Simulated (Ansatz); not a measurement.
# CHClGeNO (SMILES O=C=[N][GeH][Cl]) at UCAM-B3LYP/def2-SVP

Aim: the vertical ionisation energy of CHClGeNO at UCAM-B3LYP/def2-SVP, from 2 runs. 

Program for the calculation: Ansatz 0.2.0.

123 further runs of the same task are left out: 123 set aside as unsound or not needed.

## 1. The molecule

The species is CHClGeNO (6 atoms), meant as a doublet with charge 0. SMILES: `O=C=[N][GeH][Cl]`. Geometry: relaxed at PBE0-D4/def2-TZVP. This is one conformer, not always the lowest.

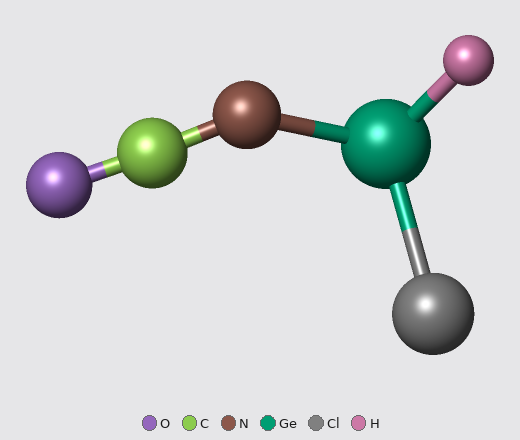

Viewed from a chosen angle; oxygen purple, carbon green, nitrogen brown, germanium teal, chlorine grey, hydrogen pink.

## 2. A single-point energy at UCAM-B3LYP/def2-SVP

molecule.yaml

```yaml
crystal:
  periodic: [false, false, false]
  atoms:
    - {symbol: O, position_ang: [0.024100, -1.617100, -2.245100]}
    - {symbol: C, position_ang: [-0.242900, -1.020000, -1.284700]}
    - {symbol: "N", position_ang: [-0.575200, -0.454300, -0.273000]}
    - {symbol: Ge, position_ang: [-0.153300, 1.067300, 0.651100]}
    - {symbol: Cl, position_ang: [1.946900, 0.976200, 1.132800]}
    - {symbol: H, position_ang: [-0.957700, 0.983900, 1.972700]}
basis:
  gaussian:
    orbitals: def2-SVP
magnetization:
  spin_polarized: true
  initial_magnetization: 1
hamiltonian:
  xc: {name: CAM-B3LYP}
accuracy: high
output:
  orbitals: {seedname: orbitals}
```

Launch:

```bash
ansatz run molecule.yaml --threads 1 --pin off --max-ram 3480MiB --events-out events.jsonl --progress --plain --runs-dir runs
```

The program printed:

```text
Warning: RAYON_NUM_THREADS=1 ignored (pool sized by the plan → 1); use --threads N
Functional definition: CAM-B3LYP
  name "CAM-B3LYP"
  parameter alpha = 0.19
  parameter beta = 0.46
  parameter omega = 0.33/bohr
  parameter ac = 0.81
  exchange = (1 - alpha - beta)*b88_x + beta*b88_x_sr(omega) + alpha*exact_x + beta*exact_x_lr(omega)
  correlation = (1 - ac)*vwn5_c + ac*lyp_c
1963 factors; integrals over basis functions are off by at most 4.4e-9 eV
388 factors; integrals over basis functions are off by at most 1.7e-9 eV
mean field evaluation 1: about -73614.1706 eV, gradient 3.5e1 eV
mean field evaluation 2: about -73611.8109 eV, gradient 4.4e1 eV
mean field evaluation 4: about -73618.7867 eV, gradient 2.5e0 eV
mean field evaluation 8: about -73618.9599 eV, gradient 2.7e-1 eV
mean field evaluation 16: about -73618.9606 eV, gradient 7.5e-4 eV
mean field evaluation 32: about -73618.9606 eV, gradient 6.4e-8 eV
mean field -73618.96059194 eV, -2705.4469010302 hartree, gradient 6.4e-8 eV, S^2 0.753427; 0 other end points of the search recorded, 0 dependent functions left out
reference -73618.96060846 eV, -2705.4469016372 hartree; 36, 35 occupied and 61, 62 virtual orbitals, 1963 factors
Total energy: -73618.96060846 eV, -2705.4469016372 hartree
```

Run time: 23 s. Hardware: 1 thread of Arm Neoverse V1, shared host; peak memory 0.62 GiB.

## 3. The singlet cation

run.yaml

```yaml
crystal:
  periodic: [false, false, false]
  atoms:
    - {symbol: O, position_ang: [0.024100, -1.617100, -2.245100]}
    - {symbol: C, position_ang: [-0.242900, -1.020000, -1.284700]}
    - {symbol: "N", position_ang: [-0.575200, -0.454300, -0.273000]}
    - {symbol: Ge, position_ang: [-0.153300, 1.067300, 0.651100]}
    - {symbol: Cl, position_ang: [1.946900, 0.976200, 1.132800]}
    - {symbol: H, position_ang: [-0.957700, 0.983900, 1.972700]}
basis:
  gaussian:
    orbitals: def2-SVP
total_charge: 1
hamiltonian:
  xc: {name: CAM-B3LYP}
accuracy: high
output:
  orbitals: {seedname: orbitals}
```

Launch:

```bash
ansatz run run.yaml --threads 1 --pin off --max-ram 3480MiB --events-out events.jsonl --progress --plain --runs-dir runs
```

The program printed (excerpt; [...] marks lines left out):

```text
Warning: RAYON_NUM_THREADS=1 ignored (pool sized by the plan → 1); use --threads N
Functional definition: CAM-B3LYP
  name "CAM-B3LYP"
[...]
1962 factors; integrals over basis functions are off by at most 4.4e-9 eV
388 factors; integrals over basis functions are off by at most 1.7e-9 eV
[...]
mean field -73609.83115366 eV, -2705.1114003616 hartree, gradient 1.7e-8 eV, S^2 0.000000; 0 other end points of the search recorded, 0 dependent functions left out
reference -73609.83117036 eV, -2705.1114009750 hartree; 35, 35 occupied and 62, 62 virtual orbitals, 1962 factors
Total energy: -73609.83117036 eV, -2705.1114009750 hartree
```

Run time: 13 s. Hardware: 1 thread of Arm Neoverse V1, shared host; peak memory 0.4 GiB.

## 4. Summary of results

At UCAM-B3LYP/def2-SVP:

```
                                            quantity           value
                      doublet CHClGeNO: total energy  -2705.44690 Eh
doublet CHClGeNO: HOMO energy (highest over α and β)        -8.09 eV
 doublet CHClGeNO: LUMO energy (lowest over α and β)        -2.83 eV
                              doublet CHClGeNO: ⟨S²⟩           0.753
                        singlet cation: total energy  -2705.11140 Eh
                         singlet cation: HOMO energy       -15.87 eV
                         singlet cation: LUMO energy       -10.10 eV
                       singlet cation: HOMO–LUMO gap         5.77 eV
  vertical ionisation energy (to the singlet cation)        9.129 eV
```

The vertical ionisation energy comes to 9.13 eV (881 kJ/mol). Only the singlet of the ionised species was computed; a triplet could lie lower.
